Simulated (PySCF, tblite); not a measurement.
**C₅H₆FO radical: geometry, infrared bands and EPR parameters**

Aim: predict the infrared bands and EPR parameters of C₅H₆FO radical (`[H]/[C]=C\C1(F)COC1`).

The runs use tblite 0.8.0 and PySCF 2.14.0, with density-fitted response routines of our own; the level of theory stands in each step. All values are computed, except where a source is named. Atoms count from 0, in the outputs and in this text.

**1. Starting geometry**

13 atoms, charge 0, multiplicity 2; geometry from: force field or distance geometry start.

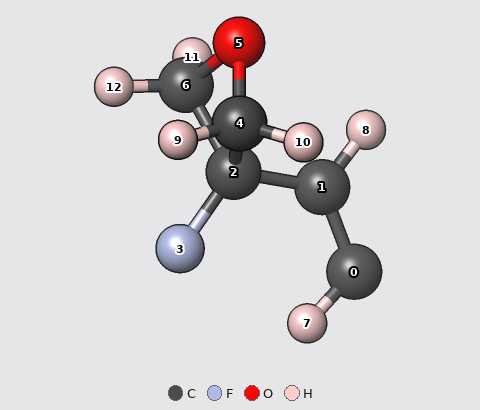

As it starts; carbon dark grey, fluorine light blue, oxygen red, hydrogen pink, atoms numbered.

**2. Relaxing the molecule with GFN2-xTB**

Job settings and geometry (Å):

```
{"job": {"kind": "relax", "xc": "GFN2-xTB", "basis": "xTB"}, "charge": 0, "multiplicity": 2}
C      2.357100    -0.847800     0.078200
C      1.199200    -0.370800     0.595700
C      0.167600     0.170600    -0.259600
F      0.591500     0.417200    -1.561100
C     -1.106100    -0.689300    -0.194700
O     -1.507300     0.077900     0.887200
C     -0.819700     1.152800     0.311100
H      2.408500    -0.768000    -0.998800
H      1.062100    -0.409400     1.696600
H     -1.655400    -0.528400    -1.131900
H     -0.818300    -1.733700     0.021200
H     -0.442800     1.902300     1.026100
H     -1.440700     1.627200    -0.487400
```

Run with:

```
> OMP_NUM_THREADS=1 python probes_run.py task.json out
```

The driver reads the jobs from task.json and runs them one after another.

The program printed:

```text
step      E/eV     max force
  0    -608.67165    4.517
  1    -609.01355    2.790
  2    -609.10157    1.336
  3    -609.16594    0.865
  4    -609.27649    0.524
  5    -609.30648    0.516
  6    -609.34779    0.412
  7    -609.38814    0.435
  8    -609.42475    0.457
  9    -609.45070    0.441
 10    -609.47510    0.569
 11    -609.50175    0.558
 12    -609.52698    0.381
 13    -609.54385    0.350
 14    -609.55311    0.254
 15    -609.55966    0.194
 16    -609.56577    0.167
 17    -609.57037    0.140
 18    -609.57325    0.119
 19    -609.57557    0.108
 20    -609.57786    0.111
 21    -609.57961    0.096
 22    -609.58091    0.086
 23    -609.58209    0.081
 24    -609.58334    0.097
 25    -609.58472    0.112
 26    -609.58613    0.098
 27    -609.58741    0.095
 28    -609.58858    0.100
 29    -609.58967    0.095
 30    -609.59070    0.082
 31    -609.59156    0.065
 32    -609.59230    0.076
 33    -609.59298    0.074
 34    -609.59355    0.069
 35    -609.59401    0.074
 36    -609.59444    0.066
 37    -609.59497    0.060
 38    -609.59560    0.064
 39    -609.59618    0.057
 40    -609.59667    0.059
 41    -609.59716    0.057
 42    -609.59776    0.062
 43    -609.59835    0.049
 44    -609.59872    0.035
 45    -609.59888    0.035
 46    -609.59900    0.031
 47    -609.59916    0.030
 48    -609.59929    0.026
 49    -609.59938    0.024
 50    -609.59945    0.021
 51    -609.59953    0.022
 52    -609.59964    0.035
 53    -609.59980    0.040
 54    -609.59999    0.034
 55    -609.60022    0.040
 56    -609.60047    0.041
 57    -609.60072    0.037
 58    -609.60096    0.035
 59    -609.60118    0.043
 60    -609.60143    0.049
 61    -609.60168    0.047
 62    -609.60191    0.041
 63    -609.60211    0.041
 64    -609.60230    0.046
 65    -609.60248    0.050
 66    -609.60266    0.044
 67    -609.60287    0.041
 68    -609.60318    0.053
 69    -609.60366    0.078
 70    -609.60438    0.098
 71    -609.60523    0.089
 72    -609.60593    0.056
 73    -609.60598    0.084
 74    -609.60605    0.069
 75    -609.60628    0.017
 76    -609.60631    0.015
 77    -609.60635    0.016
 78    -609.60637    0.015
 79    -609.60638    0.007
```

Run time: 0.27 s. Hardware: 1 thread of Arm Neoverse V2, shared host.

Along the way: (not every step is listed)

```tsv
step	energy from step 0 (eV)	largest force (eV/Å)
0	0.0000	4.5170
1	-0.3419	2.7903
2	-0.4299	1.3357
3	-0.4943	0.8647
4	-0.6048	0.5238
5	-0.6348	0.5161
6	-0.6761	0.4118
7	-0.7165	0.4345
8	-0.7531	0.4572
14	-0.8815	0.2544
20	-0.9062	0.1106
26	-0.9145	0.0979
32	-0.9207	0.0762
38	-0.9239	0.0642
44	-0.9271	0.0351
50	-0.9278	0.0207
56	-0.9288	0.0410
62	-0.9303	0.0412
68	-0.9315	0.0533
74	-0.9344	0.0690
75	-0.9346	0.0173
76	-0.9347	0.0153
77	-0.9347	0.0157
78	-0.9347	0.0154
79	-0.9347	0.0073
```

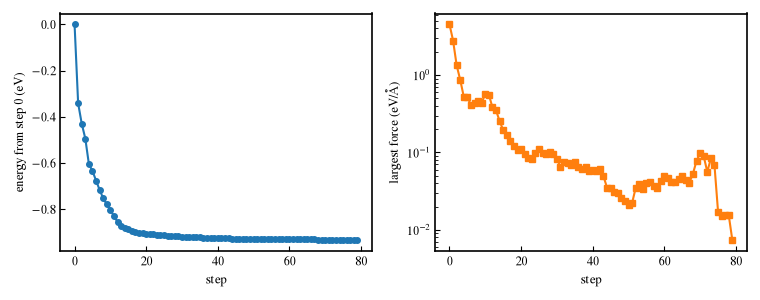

Energy and largest force along the relaxation.

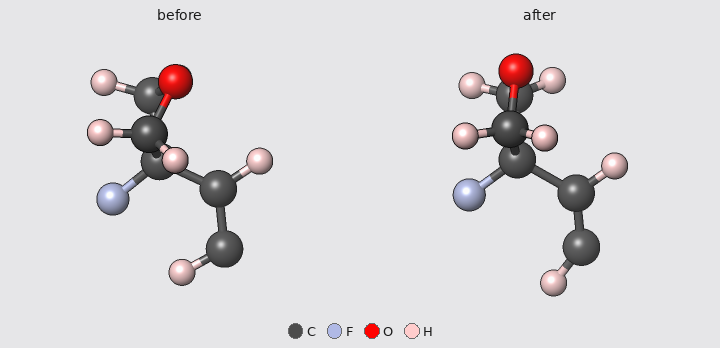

The geometry before (left) and after (right).

Distances of close pairs at the start and the end, largest changes first:

```tsv
bond	before (Å)	after (Å)	change (Å)
C1–C2	1.445	1.521	+0.076
C0–C1	1.355	1.289	-0.066
C4–O5	1.386	1.428	+0.042
C2–C6	1.505	1.536	+0.031
O5–C6	1.400	1.428	+0.028
C1–H8	1.110	1.084	-0.026
C6–H12	1.117	1.094	-0.024
C2–F3	1.391	1.373	-0.018
```

The next job starts from the end point, and lists it.

**3. Vibrational analysis with GFN2-xTB**

Job settings and geometry (Å):

```
{"job": {"kind": "ir", "xc": "GFN2-xTB", "basis": "xTB"}, "charge": 0, "multiplicity": 2}
C      2.445825    -0.596038     0.004888
C      1.256535    -0.419252     0.470084
C      0.053640     0.067490    -0.323104
F      0.401793     0.307560    -1.629065
C     -1.234152    -0.754577    -0.163866
O     -1.840619     0.299653     0.584354
C     -0.762628     1.198154     0.320700
H      2.973451    -0.500997    -0.914292
H      1.003002    -0.608574     1.506510
H     -1.744069    -0.932845    -1.115074
H     -1.159799    -1.683714     0.404036
H     -0.356004     1.644740     1.229888
H     -1.041364     1.978887    -0.392787
```

The program printed:

```text
mode    cm-1     km/mol
  1      68.8      0.00
  2     109.4     12.28
  3     237.5      7.60
  4     287.6      0.34
  5     368.6      1.90
  6     419.0     20.72
  7     431.4      0.47
  8     629.6      0.26
  9     645.3     16.33
 10     774.7     69.15
 11     826.9      4.09
 12     900.9     21.74
 13     917.8     33.29
 14     934.4     12.21
 15    1015.7      9.89
 16    1063.2     17.72
 17    1072.7     56.20
 18    1092.3      9.57
 19    1110.8      1.58
 20    1132.1     74.39
 21    1168.4     45.58
 22    1219.7     20.56
 23    1234.9      0.04
 24    1266.3     16.00
 25    1450.0      0.22
 26    1460.2      3.44
 27    1715.2      2.82
 28    2943.0     14.44
 29    2944.4     32.41
 30    2969.7      6.80
 31    2972.0     46.93
 32    3011.5      8.79
 33    3209.4      4.83
```

Wall time 0.22 s (1 thread of Arm Neoverse V2, shared host).

Which atoms move in the most intense modes:

```tsv
cm⁻¹	km/mol	atoms
775	69.2	H7 34 %, C0 19 %, F3 12 %, C1 12 %
901	21.7	H8 22 %, H7 18 %, H10 11 %, H11 11 %
918	33.3	C6 17 %, C4 17 %, H11 17 %, H10 17 %
1073	56.2	C2 35 %, O5 20 %, C6 14 %, C4 13 %
1132	74.4	C2 31 %, H8 26 %, O5 13 %
1168	45.6	C2 45 %, H12 11 %, H9 11 %
2944	32.4	H12 79 %
2972	46.9	H10 50 %, H11 37 %
```

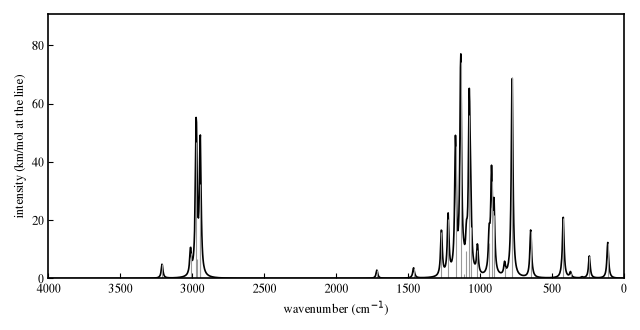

The infrared spectrum from these modes, unscaled. Lines are broadened to a width of 14 cm⁻¹ (Lorentzian).

**4. EPR parameters: B3LYP/pcH-1**

Same as in step 3 but for these lines:

```diff
@@ -1,2 +1,2 @@
-{"job": {"kind": "ir", "xc": "GFN2-xTB", "basis": "xTB"}, "charge": 0, "multiplicity": 2}
+{"job": {"kind": "epr", "basis": "pcH-1"}, "charge": 0, "multiplicity": 2}
 C      2.445825    -0.596038     0.004888
```

Level: UKS B3LYP, pcH-1 on C F H O, non-relativistic, mean-field spin-orbit, GIAO.

The program printed:

```text
UKS, coarse grid
  cycle   1  E = -368.96315140  |g| = 5.64e-01
  cycle   2  E = -368.79747794  |g| = 9.12e-01
  cycle   3  E = -369.07211766  |g| = 8.24e-02
  cycle   4  E = -369.07431186  |g| = 4.54e-02
  cycle   5  E = -369.07521113  |g| = 1.48e-02
  cycle   6  E = -369.07532881  |g| = 5.76e-03
  cycle   7  E = -369.07535674  |g| = 2.58e-03
  cycle   8  E = -369.07536635  |g| = 1.61e-03
  cycle   9  E = -369.07537118  |g| = 5.54e-04
UKS, final grid
  cycle   1  E = -369.07542034  |g| = 5.67e-04
  cycle   2  E = -369.07542044  |g| = 7.50e-04
  cycle   3  E = -369.07542066  |g| = 1.42e-04
  cycle   4  E = -369.07542072  |g| = 1.36e-04
  cycle   5  E = -369.07542074  |g| = 2.29e-05
  cycle   6  E = -369.07542074  |g| = 9.93e-06
E = -369.07542074 Eh   <S^2> = 0.7591 (exact 0.7500)
g shifts (ppm)      1          2          3
  rmc          -148       -148       -148
  gc             33          8        -39
  oz_so        -361          5        828
  total        -477       -136        641
hyperfine (MHz)  atom isotope    a_iso     a_fc   dipolar eigenvalues
    0   13C     316.02     316.02    -82.60    -60.65    143.25
    1   13C     -14.09     -14.09    -18.94      2.22     16.72
    2   13C      74.96      74.96     -9.21     -8.97     18.18
    3   19F      10.51      10.51     -6.33      0.45      5.89
    4   13C      -6.89      -6.89     -0.41     -0.29      0.70
    5   17O       0.26       0.26     -1.54      0.74      0.80
    6   13C      -6.85      -6.85     -0.42     -0.30      0.71
    7    1H      36.15      36.15    -32.76     -7.46     40.21
    8    1H     116.26     116.26     -6.16     -5.37     11.53
    9    1H       3.05       3.05     -0.98     -0.84      1.81
   10    1H       2.56       2.56     -1.26     -1.14      2.40
   11    1H       2.53       2.53     -1.27     -1.14      2.40
   12    1H       3.05       3.05     -0.98     -0.84      1.81
```

Wall time 36 s (1 thread of Arm Neoverse V2, shared host); peak memory 0.87 GiB.

Principal g values 2.00184, 2.00218, 2.00296; g(iso) = 2.00233, against 2.00232 for a free electron.

Hyperfine couplings; where a row names several nuclei, a(iso) is their mean (it holds for fast rotation or exchange) and the dipolar term the largest among them:

```tsv
nuclei	isotope	a(iso) (MHz)	a(iso) (G, at g = 2.0023)	largest dipolar term (MHz)
C0	13C	316.0	112.8	143.3
H8	1H	116.3	41.5	11.5
C2	13C	75.0	26.7	18.2
H7	1H	36.2	12.9	40.2
C1	13C	-14.1	-5.0	-18.9
F3	19F	10.5	3.8	-6.3
C4, C6	13C	-6.9	-2.5	0.7
H9, H12	1H	3.1	1.1	1.8
H10, H11	1H	2.5	0.9	2.4
O5	17O	0.3	0.1	-1.5
```

Mulliken spin populations:

C0 1.05; C1 -0.17; C2 0.08; F3 0.00; C4 0.00; O5 0.00; C6 0.00; H7 0.00; H8 0.05; H9 0.00; H10 0.00; H11 0.00; H12 0.00

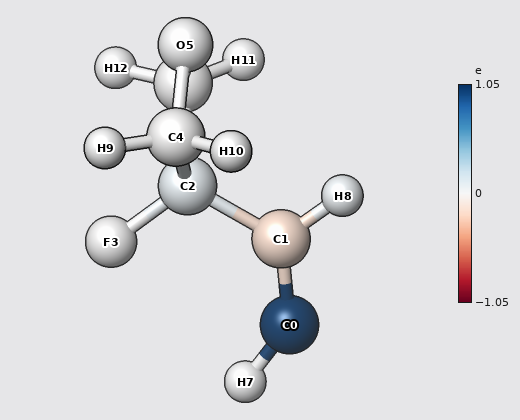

Mulliken spin populations, as colours on the atoms.

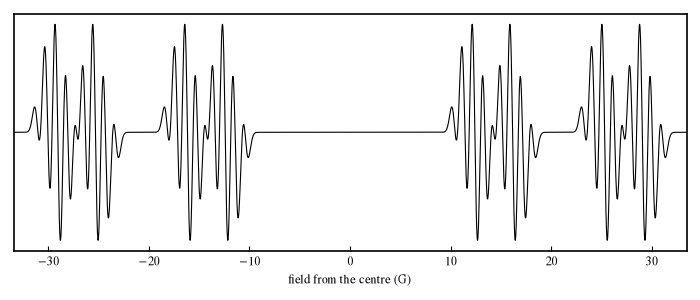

First-order isotropic spectrum (first derivative, main isotopes with spin only, couplings over 0.8 MHz, Gaussian width 0.3 G; couplings of the frozen geometry, rotation of groups not averaged beyond the rows shown).

Orbitals, density, ELF and potential are computed afterwards from the orbital file.

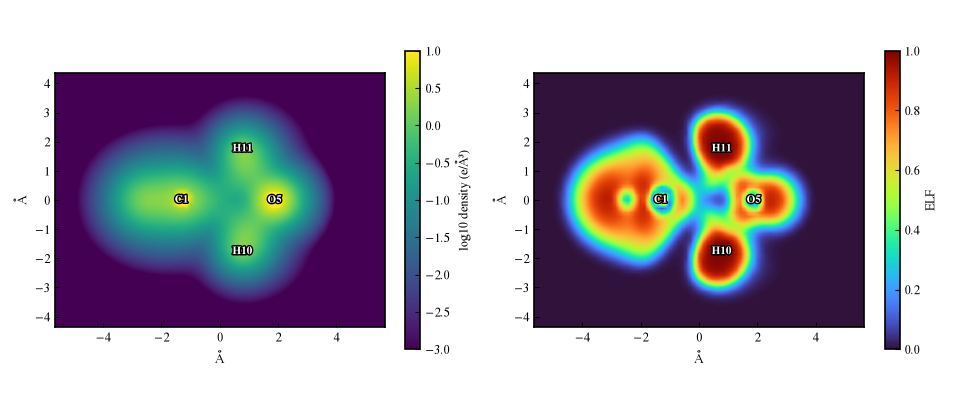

Density (left) and ELF (right) in a plane through or near 4 of the atoms.

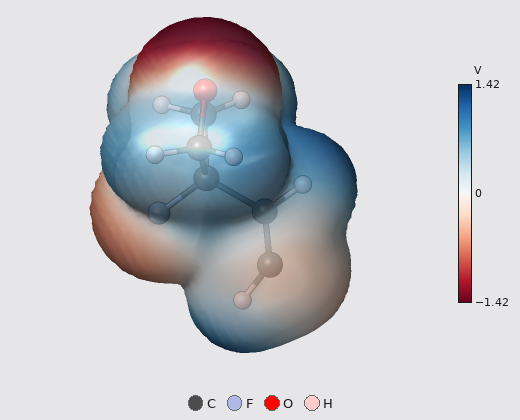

The potential that a unit positive charge feels on the 0.002 e/bohr³ surface, from -1.42 V near O5 to 1.15 V near H7.

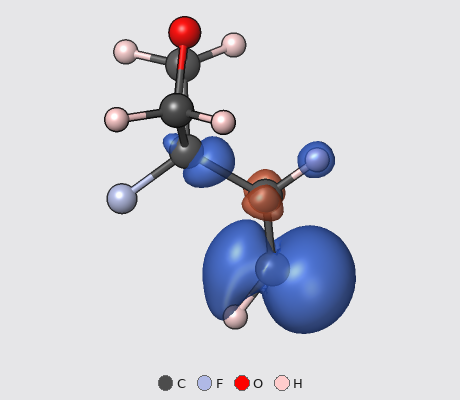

Spin density at ±0.05 e/Å³ (alpha excess blue, beta excess red).

**5. What came out**

| quantity | value |
| --- | --- |
| strongest single infrared mode (GFN2-xTB) | 1132 cm⁻¹, 74 km/mol |
| zero-point energy (GFN2-xTB) | 59.5 kcal/mol |
| g(iso) (B3LYP) | 2.00233 |
| ⟨S²⟩ | 0.759 (exact 0.75) |
| largest a(iso) (averaged by class) | 13C on C0, 316.0 MHz |
| potential on the surface of density 0.002 e/bohr³, 1st and 99th percentile | -1.42 V and 1.15 V |

What this shows: Over 79 steps the energy fell by 0.935 eV; of the close pairs, C1–C2 changed most, 1.445 to 1.521 Å. All 33 modes are real, so the xTB geometry is a minimum. The strongest single mode, at 1132 cm⁻¹, is spread over many atoms; the largest shares are those of C2, H8. Unscaled tight-binding wavenumbers are off by several per cent, some by more. Its intensities can rank the bands wrongly. Most of the unpaired spin sits on C0 (1.05 e). The isotropic g lies 0.0 ppt above the free-electron value. The conformer search found further structures of the same energy, which may be mirror or relabelled copies of this one.
